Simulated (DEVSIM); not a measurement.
Structure: Ru/SiO2/p-Ge capacitor, at 300 K.

| layer (left to right) | material | thickness (nm) | Na (cm⁻³) |
|---|---|---|---|
| 1 | SiO2 | 1.20 | - |
| 2 | Ge | 680 | 7.6e17 |

Metal gate on the left, work function 4.7 eV. Fixed charge at the semiconductor interface 0 cm⁻² (in units of +e); no interface traps.

The device is made up for the run: typed textbook-type constants, with dimensions and the other settings drawn at random. Values at 300 K.

```
parameter      SiO2       Ge
-------------  ----  -------
gap (eV)          9    0.664
affinity (eV)   0.9        4
permittivity    3.9       16
Nc (cm⁻³)         -  1.04e19
Nv (cm⁻³)         -     6e18
```

Simulated with DEVSIM: 1D Poisson equation in equilibrium, Boltzmann statistics, complete ionisation; no quantum confinement or tunnelling. Metal contacts follow the ideal Schottky-Mott rule: no Fermi-level pinning, no interface dipoles.

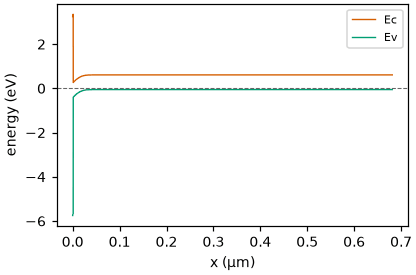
Figure: Band edges at 0.55 V on the gate

Energies count from the Fermi level of the right contact; mesh points crowd at the junctions.

| x (μm) | Ec (eV) | Ev (eV) | n (cm⁻³) | p (cm⁻³) | field (V/cm) |
|---|---|---|---|---|---|
| 0.000 | 3.250 | -5.750 | < 1e2 | < 1e2 | 960000 |
| 0.0005212 | 3.300 | -5.700 | < 1e2 | < 1e2 | 960000 |
| 0.0008932 | 3.336 | -5.664 | < 1e2 | < 1e2 | 960000 |
| 0.001561 | 0.273 | -0.391 | 2.7e14 | 1.6e12 | 230000 |
| 0.003243 | 0.311 | -0.353 | 6.3e13 | 6.9e12 | 220000 |
| 0.005543 | 0.358 | -0.306 | 1.0e13 | 4.4e13 | 200000 |
| 0.009816 | 0.435 | -0.229 | 5.2e11 | 8.5e14 | 160000 |
| 0.02060 | 0.559 | -0.105 | 4.3e9 | 1.0e17 | 71000 |
| 0.03535 | 0.606 | -0.058 | 6.9e8 | 6.3e17 | 8500 |
| 0.06274 | 0.611 | -0.053 | 5.8e8 | 7.6e17 | 63 |
| 0.1077 | 0.611 | -0.053 | 5.7e8 | 7.6e17 | ≈ 0 |
| 0.2264 | 0.611 | -0.053 | 5.7e8 | 7.6e17 | ≈ 0 |
| 0.3843 | 0.611 | -0.053 | 5.7e8 | 7.6e17 | ≈ 0 |
| 0.5088 | 0.611 | -0.053 | 5.7e8 | 7.6e17 | ≈ 0 |
| 0.5998 | 0.611 | -0.053 | 5.7e8 | 7.6e17 | ≈ 0 |
| 0.6359 | 0.611 | -0.053 | 5.7e8 | 7.6e17 | ≈ 0 |
| 0.6553 | 0.611 | -0.053 | 5.7e8 | 7.6e17 | ≈ 0 |
| 0.6671 | 0.611 | -0.053 | 5.7e8 | 7.6e17 | ≈ 0 |
| 0.6751 | 0.611 | -0.053 | 5.7e8 | 7.6e17 | ≈ 0 |
| 0.6781 | 0.611 | -0.053 | 5.7e8 | 7.6e17 | ≈ 0 |
| 0.6800 | 0.611 | -0.053 | 5.7e8 | 7.6e17 | ≈ 0 |
| 0.6812 | 0.611 | -0.053 | 5.7e8 | 7.6e17 | ≈ 0 |
